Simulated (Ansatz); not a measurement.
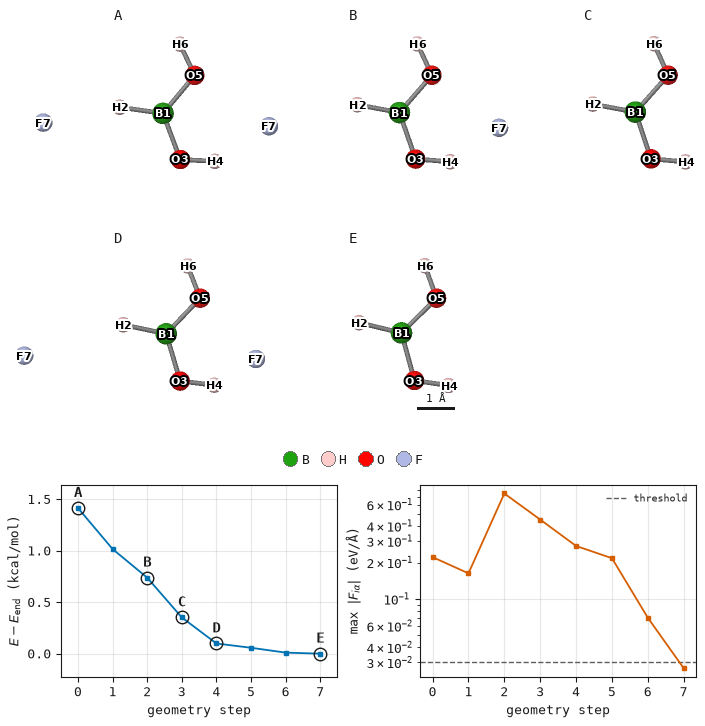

Frames of a relaxation of BH$_{3}$O$_{2}$F (multiplicity 2), marked on the history of the run. Style: ball-and-stick. Shown face on.

The run prepares an end point of a later path (reaction) calculation, from a guessed geometry.

Level of theory: UHF/def2-SVP in Ansatz. Settings: collinear spin; force threshold 0.03 eV/Å; at most 50 steps.

**Describe the path.**

The energy falls by 1.41 kcal/mol in 7 geometry steps. The largest force component goes from 0.22 to 0.027 eV/Å. F7 moves most after the best rigid fit: 0.71 Å. Largest moves by element: F 0.71 Å, H 0.27 Å, O 0.19 Å, B 0.14 Å. Near-neighbour distances that change, for instance: B1–H2 1.195 → 1.200 Å. From step 0 to 2: F7 moves most (0.27 Å), energy −0.68 kcal/mol. From step 2 to 3: F7 moves most (0.14 Å), energy −0.39 kcal/mol. From step 3 to 4: F7 moves most (0.18 Å), energy −0.25 kcal/mol. From step 4 to 7: F7 moves most (0.13 Å), energy −0.10 kcal/mol.

Limits of the set-up: Hartree-Fock leaves out electron correlation.
